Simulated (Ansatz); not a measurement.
# Bi (R-3m, 2 atoms in the cell) under biaxial strain in the (0001) plane, that of a and b, part 2 of 2

Wanted: the shifts of the zone-centre modes of Bi (R-3m, 2 atoms in the cell) with strain.

Ansatz 0.2.0; DFT LDA, scalar-relativistic, plane waves, PAW; PAW set soft_1.

So far, highest optical mode at the zone centre (no LO-TO term) (cm⁻¹): step 4 (modes at rest) 99.6.

The database entry behind the starting cell lists a temperature near 78 K, so it need not match the best structure at ambient conditions.

### Step 5. Relaxation of a member: biaxial strain of +4 % in the (0001) plane, that of a and b

The cell takes a biaxial strain of +4 % in the (0001) plane, that of a and b. The strained lengths are held, while the rest of the cell and the atoms relax.

Contents of input.yaml:

```yaml
crystal:
  lattice:
    - [2.3368063779, 1.3491557913, 3.6971959782]
    - [-2.3368063779, 1.3491557913, 3.6971959782]
    - [0.0, -2.6983115826, 3.6971959782]
  atoms:
    - { symbol: Bi, position: [0.237395641, 0.237395641, 0.237395641] }
    - { symbol: Bi, position: [0.762604359, 0.762604359, 0.762604359] }
  conventional_axes: [[1, -1, 0], [0, 1, -1], [1, 1, 1]]
kpoints:
  mp_grid: { grid: [12, 12, 12] }
hamiltonian:
  xc: lda
  pseudopotentials: { kind: paw, azcp: { folder: soft_1 }, xc_functional: pbe }
scf:
  occupations: { method: methfessel_paxton, width: 0.2 }
output:
  forces: true
  stress: true
  eigenvalues: true
relax:
  adjacent_minimum: "off"
  f_tol: 0.001
  max_steps: 60
  cell: { stress_tol: 0.01, fix: [a, b, gamma] }
```

Run with:

```bash
> ansatz run input.yaml --threads 4 --pin off --max-ram 10240MiB --backend cpu --events-out ev --progress --plain --runs-dir out
```

Numbers of over 12 decimals in the logs are rounded to 6 here.

The log of the run:

```text
[...]
Crystal: 2 atoms, lattice volume = 69.937 Å³
Basis set: ecut = 420 eV, 1375 PW (Γ)
Bands: 19, of which v1, the nominal top of the filled ones, is band 15 counted from 1 (14 counted from 0)
Symmetry: 12 space group operations
[...]
k-points: 189 of 1728
[...]
k-point 188: bands = [... 11 lower, -0.5141, 8.4167, 8.8568, 8.8568, 9.7676, 9.7676, 9.7801, 17.3826]
--- Relaxed structure (5 steps of the walk, 5 accepted, 1 SCFs on fresh bases) ---
[...]
cell:  # Å, volume = 69.0294 Å³
    - [2.336806, 1.349156, 3.649202]
    - [-2.336806, 1.349156, 3.649202]
    - [-1.7761381265182435e-18, -2.698312, 3.649202]
  atoms:
    - { symbol: Bi, position: [0.237593, 0.237593, 0.237593] }
    - { symbol: Bi, position: [0.762407, 0.762407, 0.762407] }
[key lines of the parts left out:]
SCF converged after 6 iterations
Free energy (F): -24175.636438 eV
Fermi energy:    9.591334 eV
P = ⅓ Tr σ = -1.8910 GPa (-18.910 kbar)
```

Run time: 20 s. Hardware: 4 threads of Arm Neoverse V1, shared host; peak memory 0.5 GiB; 77 s of CPU time.

The steps of the relaxation:

| step | energy less that of the first step (eV) | largest force component (eV/Å) | pressure (GPa) | volume (Å³) |
| --- | --- | --- | --- | --- |
| 1 | 0.0000 | 0.0422 | -2.39 | 69.94 |
| 2 | -0.0014 | 0.0538 | -1.82 | 69.13 |
| 3 | -0.0018 | 0.0197 | -1.94 | 69.23 |
| 4 | -0.0019 | 0.0025 | -1.88 | 69.01 |
| 5 | -0.0019 | 0.0002 | -1.89 | 69.03 |
| 6* | -0.0019 | 0.0002 | -1.89 | 69.03 |

Relaxation steps marked * repeat the geometry before them on a plane-wave basis chosen anew for their cell, so energy and pressure can jump there.

The run keeps the 12 symmetry operations that it works with, so distortions that break them were not tested.

| conventional cell, symmetrised | before | after | change |
| --- | --- | --- | --- |
| a (Å) | 4.674 | 4.674 | -0.0 % |
| b (Å) | 4.674 | 4.674 | -0.0 % |
| c (Å) | 11.092 | 10.948 | -1.3 % |
| volume (Å³/atom) | 34.97 | 34.51 | -1.3 % |

Final coordinates:

```xyz
2
Lattice="2.3368 1.3492 3.6492 -2.3368 1.3492 3.6492 0.0000 -2.6983 3.6492" Properties=species:S:1:pos:R:3 pbc="T T T"
Bi    0.0000    0.0000    2.6011
Bi    0.0000    0.0000    8.3465
```

Numbers from this step:

| Property | Result |
| --- | --- |
| pressure | -1.891 GPa |
| volume per atom | 34.51 Å³ |

The largest force component left is 0.19 meV/Å.

### Step 6. Modes of this member: biaxial strain of +4 % in the (0001) plane, that of a and b

The zone-centre modes follow for biaxial strain of +4 % in the (0001) plane, that of a and b.

input.yaml, the sections that differ from step 5:

```yaml
crystal:
  lattice:
    - [2.3368063779, 1.3491557913, 3.6492018882]
    - [-2.3368063779, 1.3491557913, 3.6492018882]
    - [0.0, -2.6983115826, 3.6492018882]
  atoms:
    - { symbol: Bi, position: [0.2375928241, 0.2375928241, 0.2375928241] }
    - { symbol: Bi, position: [0.7624071759, 0.7624071759, 0.7624071759] }
output:
  eigenvalues: true
phonons:
  method: dfpt
# kpoints, hamiltonian, scf: as in step 5
# relax: removed
```

The log of the run:

```text
[...]
Crystal: 2 atoms, lattice volume = 69.029 Å³
Basis set: ecut = 420 eV, 1339 PW (Γ), exchange–correlation on 64×64×64 points (8 copies of the dense FFT grid, shifted against one another)
Bands: 19, of which v1, the nominal top of the filled ones, is band 15 counted from 1 (14 counted from 0)
Symmetry: 12 space group operations
k-points: 476 of 1728 (irreducible under 2 space group operations, time reversal used)
[...]
SCF iter   1: F=—  HF=-24175.657515 eV  |F-HF|=—  |Δ(HF+E_count)|=         —  Δρ=1.06e-2  dr2=6.77e-2  ethr=3.10e-3  ⟨swp⟩=5.5  Hψ=43297  notcnv=0
[...]
SCF iter  11: F=-24175.636438 eV  HF=-24175.636438 eV  |F-HF|=7.28e-12  |Δ(HF+E_count)|=  2.18e-11  S|Δr|=    0.00e0  Δρ=7.29e-8  dr2=3.37e-12  ethr=1.00e-12  ⟨swp⟩=5.8  Hψ=35662  notcnv=0
SCF 1 converged in 11 iterations: F = -24175.636438 eV  dr2 = 3.37e-12
[...]
SCF converged after 11 iterations
[...]
Free energy (F): -24175.636438 eV
[...]
Internal energy: -24175.639123 eV  (E = F + TS)
E sigma→0 (E₀):  -24175.637110 eV
Entropy (-TS):   0.002685 eV (1.343 meV/atom)
Fermi energy:    9.591334 eV
[...]
--- Band table (eV; the first three rows and the last of 476) ---
  k-point 0: bands = [... 11 lower, 2.1046, 8.1241, 8.1241, 8.7557, 12.3711, 12.8019, 12.8019, 15.0244]
  k-point 1: bands = [... 11 lower, 1.9377, 8.1451, 8.1937, 8.7574, 12.1713, 12.4943, 12.5974, 14.8226]
  k-point 2: bands = [... 11 lower, 1.4841, 8.2097, 8.3630, 8.7729, 11.5927, 11.9647, 12.0918, 14.7164]
  k-point 475: bands = [... 11 lower, -0.5141, 8.4167, 8.8568, 8.8568, 9.7676, 9.7676, 9.7801, 17.3826]
[...]
ASR residual: 3.615e-4 → 0.000e0 eV/Å²; symmetrization residual: 6.949e-6 eV/Å²
  ASR residual per site (eV/Å²): 3.62e-4 3.62e-4
  Γ frequencies (cm⁻¹): 0.00 0.00 0.00 15.60 15.60 85.75
[...]
```

Elapsed: 40 s, on 4 threads; peak memory 1.8 GiB.

This step gave:

| Quantity | Value |
| --- | --- |
| sum-rule residual before enforcement | 3.62e-4 eV/Å² |
| highest optical mode at the zone centre (no LO-TO term) | 85.75 cm⁻¹ |
| lowest optical zone-centre mode | 15.6 cm⁻¹ |

Patterns of degenerate modes are one choice out of their space. Modes at Γ:

| mode | frequency (cm⁻¹) | symmetry |
| --- | --- | --- |
| 1 | 0.0 | acoustic |
| 2 | 0.0 | acoustic |
| 3 | 0.0 | acoustic |
| 4 | 15.6 | Eg |
| 5 | 15.6 | Eg |
| 6 | 85.8 | A1g |

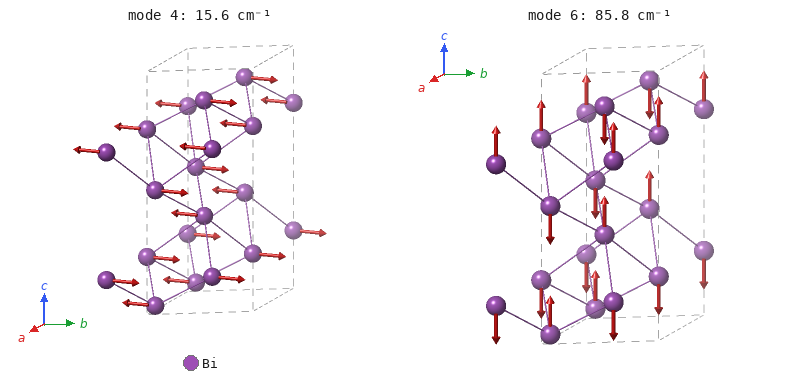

Displacement patterns of modes 4 and 6 at Γ; arrows are exaggerated. 2×1×1 conventional cells are drawn. Some periodic images of atoms are drawn too.

The lowest optical mode is real, 15.6 cm⁻¹, and the highest lies at 85.8 cm⁻¹.

Between step 4 and this run (strain 4 %) the value for the highest optical mode at the zone centre (no LO-TO term) moves from 99.6 cm⁻¹ to 85.8 cm⁻¹ (-14 %).

### Step 7. Relaxation of a member: biaxial strain of -4 % in the (0001) plane, that of a and b

The cell takes a biaxial strain of -4 % in the (0001) plane, that of a and b. The strained lengths are held, while the rest of the cell and the atoms relax.

input.yaml, the sections that differ from step 6:

```yaml
crystal:
  lattice:
    - [2.1570520411, 1.2453745766, 3.9830449873]
    - [-2.1570520411, 1.2453745766, 3.9830449873]
    - [0.0, -2.4907491531, 3.9830449873]
  atoms:
    - { symbol: Bi, position: [0.2373229482, 0.2373229482, 0.2373229482] }
    - { symbol: Bi, position: [0.7626770518, 0.7626770518, 0.7626770518] }
  conventional_axes: [[1, -1, 0], [0, 1, -1], [1, 1, 1]]
output:
  forces: true
  stress: true
  eigenvalues: true
relax:
  adjacent_minimum: "off"
  f_tol: 0.001
  max_steps: 60
  cell: { stress_tol: 0.01, fix: [a, b, gamma] }
# kpoints, hamiltonian, scf: as in step 6
# phonons: removed
```

The log of the run:

```text
[...]
Crystal: 2 atoms, lattice volume = 64.199 Å³
Basis set: ecut = 420 eV, 1237 PW (Γ)
Bands: 19, of which v1, the nominal top of the filled ones, is band 15 counted from 1 (14 counted from 0)
Symmetry: 12 space group operations
[...]
k-points: 189 of 1728
[...]
k-point 188: bands = [... 11 lower, 0.0637, 10.3089, 10.4205, 10.4205, 11.4779, 11.4779, 11.5887, 17.6422]
--- Relaxed structure (5 steps of the walk, 5 accepted, 1 SCFs on fresh bases) ---
[...]
cell:  # Å, volume = 65.0948 Å³
    - [2.157052, 1.245375, 4.038632]
    - [-2.157052, 1.245375, 4.038632]
    - [0, -2.490749, 4.038632]
  atoms:
    - { symbol: Bi, position: [0.237720, 0.237720, 0.237720] }
    - { symbol: Bi, position: [0.762280, 0.762280, 0.762280] }
[key lines of the parts left out:]
SCF converged after 6 iterations
Free energy (F): -24175.635890 eV
Fermi energy:    10.636481 eV
P = ⅓ Tr σ = 1.7609 GPa (17.609 kbar)
```

The job ended after 17 s (4 threads; peak memory 0.49 GiB; 64 s of CPU time).

Step by step:

| step | energy less that of the first step (eV) | largest force component (eV/Å) | pressure (GPa) | volume (Å³) |
| --- | --- | --- | --- | --- |
| 1 | 0.0000 | 0.1084 | 2.78 | 64.20 |
| 2 | -0.0026 | 0.0758 | 1.34 | 65.23 |
| 3 | -0.0036 | 0.0161 | 1.78 | 64.95 |
| 4 | -0.0036 | 0.0127 | 1.74 | 65.04 |
| 5 | -0.0037 | 0.0005 | 1.76 | 65.09 |
| 6* | -0.0037 | 0.0005 | 1.76 | 65.09 |

Relaxation steps marked * repeat the geometry before them on a plane-wave basis chosen anew for their cell, so energy and pressure can jump there.

The run keeps the 12 symmetry operations that it works with, so distortions that break them were not tested.

| conventional cell, symmetrised | before | after | change |
| --- | --- | --- | --- |
| a (Å) | 4.314 | 4.314 | +0.0 % |
| b (Å) | 4.314 | 4.314 | +0.0 % |
| c (Å) | 11.949 | 12.116 | +1.4 % |
| volume (Å³/atom) | 32.10 | 32.55 | +1.4 % |

Final coordinates:

```cif
data_structure
_symmetry_space_group_name_H-M 'P 1'
_symmetry_Int_Tables_number 1
_cell_length_a 4.7449
_cell_length_b 4.7449
_cell_length_c 4.7449
_cell_angle_alpha 54.079
_cell_angle_beta 54.079
_cell_angle_gamma 54.079
_cell_volume 65.09
loop_
_atom_site_label
_atom_site_type_symbol
_atom_site_fract_x
_atom_site_fract_y
_atom_site_fract_z
_atom_site_occupancy
Bi1 Bi 0.23772 0.23772 0.23772 1
Bi2 Bi 0.76228 0.76228 0.76228 1
```

This step gave:

```yaml
pressure: 1.761 GPa
volume_per_atom: 32.55 Å³
```

The largest force component left is 0.52 meV/Å.

### Step 8. Modes of this member: biaxial strain of -4 % in the (0001) plane, that of a and b

The zone-centre modes follow for biaxial strain of -4 % in the (0001) plane, that of a and b.

input.yaml, the sections that differ from step 7:

```yaml
crystal:
  lattice:
    - [2.1570520411, 1.2453745766, 4.0386315823]
    - [-2.1570520411, 1.2453745766, 4.0386315823]
    - [0.0, -2.4907491531, 4.0386315823]
  atoms:
    - { symbol: Bi, position: [0.2377203401, 0.2377203401, 0.2377203401] }
    - { symbol: Bi, position: [0.7622796599, 0.7622796599, 0.7622796599] }
output:
  eigenvalues: true
phonons:
  method: dfpt
# kpoints, hamiltonian, scf: as in step 7
# relax: removed
```

The log of the run:

```text
[...]
Crystal: 2 atoms, lattice volume = 65.095 Å³
Basis set: ecut = 420 eV, 1243 PW (Γ), exchange–correlation on 64×64×64 points (8 copies of the dense FFT grid, shifted against one another)
Bands: 19, of which v1, the nominal top of the filled ones, is band 15 counted from 1 (14 counted from 0)
Symmetry: 12 space group operations
k-points: 476 of 1728 (irreducible under 2 space group operations, time reversal used)
[...]
k-point 1: bands = [... 11 lower, 3.0245, 8.3766, 9.5661, 9.6323, 13.2853, 13.4836, 13.5180, 15.8484]
  k-point 2: bands = [... 11 lower, 2.5724, 8.5532, 9.4193, 9.6004, 12.4499, 13.0284, 13.1001, 15.6764]
  k-point 475: bands = [... 11 lower, 0.0637, 10.3089, 10.4205, 10.4205, 11.4779, 11.4779, 11.5887, 17.6422]
[...]
ASR residual: 3.431e-4 → 0.000e0 eV/Å²; symmetrization residual: 2.269e-5 eV/Å²
  ASR residual per site (eV/Å²): 3.43e-4 3.43e-4
  Γ frequencies (cm⁻¹): 0.00 0.00 0.00 78.15 78.15 90.44
[...]
[key lines of the parts left out:]
SCF converged after 11 iterations
Free energy (F): -24175.635890 eV
Fermi energy:    10.636482 eV
```

Run time: 35 s. Hardware: 4 threads; peak memory 1.7 GiB; 2.2 min of CPU time.

This step gave:

| Quantity | Value |
| --- | --- |
| sum-rule residual before enforcement | 3.43e-4 eV/Å² |
| highest optical mode at the zone centre (no LO-TO term) | 90.44 cm⁻¹ |
| lowest optical zone-centre mode | 78.15 cm⁻¹ |

Patterns of degenerate modes are one choice out of their space. Modes at Γ:

| mode | frequency (cm⁻¹) | symmetry |
| --- | --- | --- |
| 1 | 0.0 | acoustic |
| 2 | 0.0 | acoustic |
| 3 | 0.0 | acoustic |
| 4 | 78.2 | Eg |
| 5 | 78.2 | Eg |
| 6 | 90.4 | A1g |

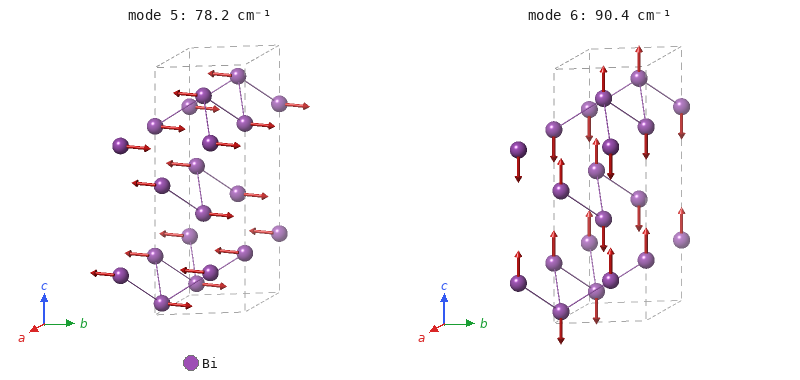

Displacement patterns of modes 5 and 6 at Γ; arrows are exaggerated. Bonds to atoms that aren't drawn are left out. 2×1×1 conventional cells are drawn. Some periodic images of atoms are drawn too.

The lowest optical mode is real, 78.2 cm⁻¹, and the highest lies at 90.4 cm⁻¹.

For the highest optical mode at the zone centre (no LO-TO term), step 4 gave 99.6 cm⁻¹; this run, with strain -4 %, gives 90.4 cm⁻¹ (-9 %).

### Step 9. All members side by side

The members are set side by side, also those not shown above.

Stress is positive in compression; energies are extrapolated to zero smearing, and E0 is that at rest; the edges not held and the atoms are relaxed in each cell; all runs use 12×12×12 k points and Methfessel-Paxton smearing of 0.2 eV. State of the crystal along the series:

| strain (%) | in-plane stress (GPa) | free strain along c (%) | E - E0 (meV/atom) |
| --- | --- | --- | --- |
| -4 | 2.639 | 5.349 | 25.27 |
| -3 | 2.203 | 3.899 | 14.97 |
| -2 | 1.595 | 2.52 | 6.822 |
| -1 | 0.8126 | 1.229 | 1.706 |
| 0 | 8.32e-4 | 0 | 0 |
| 1 | -0.785 | -1.182 | 1.618 |
| 2 | -1.527 | -2.362 | 6.384 |
| 3 | -2.217 | -3.557 | 14.14 |
| 4 | -2.837 | -4.809 | 24.68 |

Optical modes are counted from below at rest and tracked from member to member by their patterns, and modes that stay within 0.3 cm⁻¹ of each other stand once; labels, where given, are those at rest; the edges not held and the atoms are relaxed in each cell; all runs use 12×12×12 k points and Methfessel-Paxton smearing of 0.2 eV. Optical modes along the series:

| strain (%) | optical mode 1 Eg (cm⁻¹) | optical mode 2 A1g (cm⁻¹) |
| --- | --- | --- |
| -4 | 78.15 | 90.44 |
| -3 | 76.01 | 93.46 |
| -2 | 74.37 | 99.48 |
| -1 | 70.28 | 101.8 |
| 0 | 64.24 | 99.58 |
| 1 | 57.27 | 96.64 |
| 2 | 49.33 | 93.64 |
| 3 | 38.73 | 90.25 |
| 4 | 15.6 | 85.75 |

Value and slope at zero strain of a cubic (a lower polynomial where under five rows exist) through the rows within 2 % of rest. Slopes at rest:

| mode | frequency (cm⁻¹) | shift per percent of strain (cm⁻¹) | shift per GPa of compressive stress (cm⁻¹) |
| --- | --- | --- | --- |
| optical mode 1 Eg | 64.3 | -6.59 | 8.18 |
| optical mode 2 A1g | 99.9 | -2.99 | 3.71 |

### Step 10. Results

```json
{"members": "9", "highest optical mode at the zone centre (no LO-TO term), at rest": "99.58 cm⁻¹", "biaxial modulus in the (0001) plane, that of a and b": "80.5 GPa", "optical mode 1 Eg, shift per percent": "-6.59 cm⁻¹", "optical mode 2 A1g, shift per percent": "-2.99 cm⁻¹"}
```

The stress changes by 0.80 GPa for each percent, a biaxial modulus of 80 GPa in the (0001) plane, that of a and b. For each percent the free edge responds with -1.20 %. Within 2 % of rest optical mode 1 Eg and optical mode 2 A1g bend away from a straight line, so a single slope holds only near rest. These are harmonic frequencies at zero temperature: anharmonic shifts, linewidths and thermal expansion are left out. Spin-orbit coupling is left out, which can matter for the heavy elements here. With no gap, or one that is small against the smearing, the frequencies hang on the k mesh and the smearing, most of all near Kohn anomalies. The PAW files were made for PBE; the program adapts parts of them to the functional of the run, but their partial waves stay those of PBE, an approximation that was not tested in this session. Only the zone centre was solved, so an instability at another wavevector cannot show here.

[Logs are printed without paths, hosts, clocks, repeated set-up lines and the standing remarks that a program may print on its own settings, such as how far it seeks lower states.]

[Hosts, paths, dates, database ids (printed as entryN), source tags and the programs' standing remarks are cut or masked in the printed files.]
